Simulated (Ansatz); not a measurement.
# Fe wire along [100], 12 atoms a period: bands along the axis, part 2 of 2

What gap, if any, does the Fe wire along [100], 12 atoms a period have, and how many channels would it open?

Ansatz 0.2.0; DFT PBE, plane waves, PAW; relaxation of a wire's period; PAW set soft_1 (the session's first sound run).

So far: The starting structure; The relaxed wire.

## (2) The relaxed wire (continued)

Step by step:

```
step  energy less that of the first step (eV)  largest force component (eV/Å)  pressure (GPa)  volume (Å³)
   1                                   0.0000                          0.4611           -1.95       439.36
   2                                  -0.1620                          0.2348           -0.83       430.07
   3                                  -0.2088                          0.0717            0.20       418.73
   4                                  -0.2111                          0.0259           -0.04       420.05
  5*                                  -0.2023                          0.0261           -0.03       420.05
```

Relaxation steps marked * repeat the geometry before them on a plane-wave basis chosen anew for their cell, so energy and pressure can jump there.

Forces are held to the 16 operations that the run works with; a distortion that breaks them can't arise in this run.

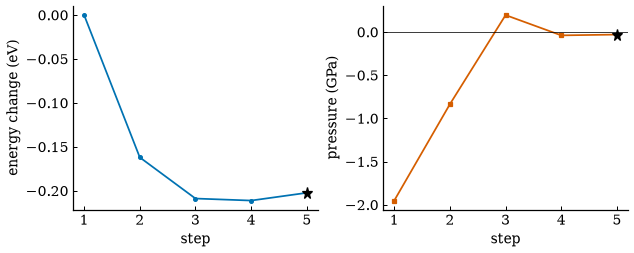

Energy and pressure along the relaxation. Stars mark steps on a basis chosen anew.

```
cell as run  before  after  change
      c (Å)   2.830  2.706  -4.4 %
```

The atoms that moved most (Å, along periodic axes as changes of fractional coordinates times the final cell, across vacuum about the mean position):

```
atom      dx      dy     dz  length
 Fe5   0.029   0.000  0.000   0.029
Fe10   0.000   0.029  0.000   0.029
 Fe9   0.000  -0.029  0.000   0.029
 Fe2  -0.029   0.000  0.000   0.029
 Fe7  -0.008   0.002  0.000   0.008
 Fe1   0.002  -0.008  0.000   0.008
 Fe8  -0.008  -0.002  0.000   0.008
 Fe4  -0.002  -0.008  0.000   0.008
```

The relaxed structure:

```cif
data_structure
_symmetry_space_group_name_H-M 'P 1'
_symmetry_Int_Tables_number 1
_cell_length_a 12.4600
_cell_length_b 12.4600
_cell_length_c 2.7056
_cell_angle_alpha 90.000
_cell_angle_beta 90.000
_cell_angle_gamma 90.000
_cell_volume 420.05
loop_
_atom_site_label
_atom_site_type_symbol
_atom_site_fract_x
_atom_site_fract_y
_atom_site_fract_z
_atom_site_occupancy
Fe1 Fe 0.38657 0.27221 0.00000 1
Fe2 Fe 0.38407 0.50000 0.00000 1
Fe3 Fe 0.38657 0.72779 0.00000 1
Fe4 Fe 0.61343 0.27221 0.00000 1
Fe5 Fe 0.61593 0.50000 0.00000 1
Fe6 Fe 0.61343 0.72779 0.00000 1
Fe7 Fe 0.27221 0.38657 0.50000 1
Fe8 Fe 0.27221 0.61343 0.50000 1
Fe9 Fe 0.50000 0.38407 0.50000 1
Fe10 Fe 0.50000 0.61593 0.50000 1
Fe11 Fe 0.72779 0.38657 0.50000 1
Fe12 Fe 0.72779 0.61343 0.50000 1
```

Numbers from this step:

```
energy at zero smearing    : -53754.6750 eV
total moment               : 33.48 μB
absolute moment            : 34.59 μB
cell length along the wire : 2.706 Å
```

Site moment by atom:

```
atom  site moment (μB)
 Fe1              2.83
 Fe2              2.37
 Fe3              2.83
 Fe4              2.83
 Fe5              2.37
 Fe6              2.83
 Fe7              2.83
 Fe8              2.83
 Fe9              2.37
Fe10              2.37
Fe11              2.83
Fe12              2.83
```

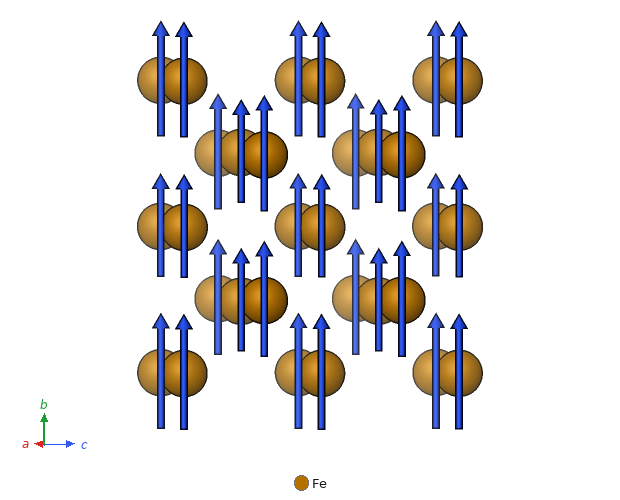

Site moment as arrows, the longest 2.83 μB. Up and down stand for the sign. Arrows give size and sign along the axis of quantisation, drawn up and down the page. 1×1×2 cells are drawn. Some periodic images of atoms are drawn too.

The cell's length comes to 2.706 Å with an absolute moment of 34.59 μB a cell.

## (3) Bands of the perfect wire

This step: DFT PBE, plane waves, PAW; bands of a perfect wire; PAW set soft_1 (Ansatz 0.2.0).

At the relaxed period the bands are computed along the axis; those that cross an energy going forward count the channels that a perfect wire would open there.

input.yaml reads:

```yaml
crystal:
  lattice:
    - [12.46, 0.0, 0.0]
    - [0.0, 12.46, 0.0]
    - [0.0, 0.0, 2.7056263948]
  atoms:
    - { symbol: Fe, position: [0.386570246, 0.272210578, 0.0], spin: 2.83 }
    - { symbol: Fe, position: [0.384073548, 0.5, 0.0], spin: 2.37 }
    - { symbol: Fe, position: [0.386570246, 0.727789422, 0.0], spin: 2.83 }
    - { symbol: Fe, position: [0.613429754, 0.272210578, 0.0], spin: 2.83 }
    - { symbol: Fe, position: [0.615926452, 0.5, 0.0], spin: 2.37 }
    - { symbol: Fe, position: [0.613429754, 0.727789422, 0.0], spin: 2.83 }
    - { symbol: Fe, position: [0.272210578, 0.386570246, 0.5], spin: 2.83 }
    - { symbol: Fe, position: [0.272210578, 0.613429754, 0.5], spin: 2.83 }
    - { symbol: Fe, position: [0.5, 0.384073548, 0.5], spin: 2.37 }
    - { symbol: Fe, position: [0.5, 0.615926452, 0.5], spin: 2.37 }
    - { symbol: Fe, position: [0.727789422, 0.386570246, 0.5], spin: 2.83 }
    - { symbol: Fe, position: [0.727789422, 0.613429754, 0.5], spin: 2.83 }
magnetization:
  spin_polarized: true
kpoints:
  mp_grid: { grid: [1, 1, 30] }
  band_path: { path: ["Γ", Z], npoints: 90 }
scf:
  occupations: { method: fermi_dirac, width: 0.05 }
hamiltonian:
  xc: pbe
  pseudopotentials: { kind: paw, azcp: { folder: soft_1 } }
output:
  dos: { e_range: [-5, 4] }
  write_potential: true
  write_density: true
  volumetric_format: npy
```

Launch:

```sh
$ ansatz run input.yaml --threads 4 --pin off --max-ram 16384MiB --backend cpu --events-out ev --progress --plain --runs-dir out
```

Numbers of over 12 decimals in the logs are rounded to 6 here.

The program printed:

```text
[...]
Crystal: 12 atoms, lattice volume = 420.053 Å³
Basis set: ecut = 420 eV, 8265 PW (Γ)
Bands: 135, of which v1, the nominal top of the filled ones, is band 96 counted from 1 (95 counted from 0)
Symmetry: 16 space group operations
[...]
k-points: 16 of 30
[...]
Starting moments: Σ|m| = 32.12 μB on 12 of 12 sites
[...]
SCF iter   1: F=—  HF=-53751.933511 eV  |F-HF|=—  |Δ(HF+E_count)|=         —  Δρ=4.56e-2 (↑2.62e-2 ↓4.56e-2)  dr2=4.29e1  dr2_m=3.81e0  M=34.020 μB ∫|m|=34.260 μB  β_m=0.30  ethr=3.10e-3  ⟨swp⟩=8.4  Hψ=20295  notcnv=0  defer=157
[...]
SCF iter  14: F=-53754.731833 eV  HF=-53754.731833 eV  |F-HF|=4.09e-8  |Δ(HF+E_count)|=   5.08e-8  Δρ=1.43e-6 (↑1.24e-6 ↓1.43e-6)  dr2=4.54e-8  dr2_m=6.04e-10  M=33.488 μB ∫|m|=34.598 μB  ethr=1.24e-11  ⟨swp⟩=11.8  Hψ=21751  notcnv=0
SCF 1 converged in 14 iterations: F = -53754.731833 eV  dr2 = 4.54e-8
[...]
WARN: The output density's exchange-correlation potential varies sharply where the density is thin. Do not read a vacuum level from v_tot or v_xc, or from such a field of the output density. On a cell that repeats whose density bears no net charge and no dipole along the vacuum's axis use v_es (v_loc + v_h of the components); under efield.dipole_correction with no amplitude use v_es + v_field, which holds any externa [...]
NSCF: frozen V_eff on 91 k-points
SCF converged after 14 iterations
Magnetization: 33.4879 μB (112.7439 up, 79.2561 down)
Absolute magnetization: 34.6013 μB (∫|ρ↑−ρ↓|, with the PAW one-centre terms)
[...]
Per-site moments (μB) at R_I (Å): [(2.829917, 0.990888), (2.376856, 0.990888), (2.829917, 0.990888), (2.829917, 0.990888), (2.376856, 0.990888), (2.829917, 0.990888), (2.829917, 0.990888), (2.829917, 0.990888), (2.376856, 0.990888), (2.376856, 0.990888), (2.829917, 0.990888), (2.829917, 0.990888)]
Free energy (F): -53754.731833 eV
[...]
Internal energy: -53754.610938 eV  (E = F + TS)
E sigma→0 (E₀):  -53754.671386 eV
Entropy (-TS):   -0.120895 eV (-10.075 meV/atom)
Fermi energy:    3.589085 eV
[...]
--- Band table (eV; the first three rows and the last of 32) ---
  k-point 0 ↑: bands = [... 92 lower, 1.7800, 1.8234, 1.8714, 1.8714, 1.9024, 2.1187, 2.1187, 2.1781, ... 35 higher]
  k-point 1 ↑: bands = [... 92 lower, 1.7788, 1.8699, 1.8699, 1.9057, 1.9072, 2.1314, 2.1314, 2.1805, ... 35 higher]
  k-point 2 ↑: bands = [... 92 lower, 1.7875, 1.8683, 1.8683, 1.9088, 2.0316, 2.1477, 2.1613, 2.1613, ... 35 higher]
  k-point 15 ↓: bands = [... 92 lower, 5.1364, 5.1364, 5.1929, 5.1929, 5.2767, 5.2767, 5.3075, 5.3075, ... 35 higher]
```

Elapsed: 1.8 min, on 4 threads of Intel Xeon Platinum 8488C (Sapphire Rapids), shared host; peak memory 4.6 GiB.

This step gave:

| Quantity | Value |
| --- | --- |
| energy at zero smearing | -53754.6714 eV |
| total moment | 33.49 μB |
| absolute moment | 34.60 μB |
| band gap | 0 eV |

Between Γ and Z the bands cross the Fermi level 18 times, so a perfect wire would conduct at least 9 G₀, with an absolute moment of 34.60 μB a cell.

## (4) Results

| Item | Value |
| --- | --- |
| cell length, PBE | 2.706 Å |
| absolute moment, PBE | 34.6 μB |
| ballistic conductance by band crossings, a lower bound, PBE | 9 G₀ |

What this shows: Under PBE the cell's length is 2.71 Å, the absolute moment is 34.60 μB a cell, and the bands cross the Fermi level 18 times between Γ and Z, which gives a perfect wire at least 9 G₀ (opposite crossings within one step of the path cancel in such a count). In the perfect wire the moments were started parallel, and no opposed start was run. No search over magnetic orders was made; another may lie lower.

[Logs are printed without paths, hosts, clocks, repeated set-up lines and the standing remarks that a program may print on its own settings, such as how far it seeks lower states.]

[Hosts, paths, dates, database ids (printed as entryN), source tags and the programs' standing remarks are cut or masked in the printed files.]
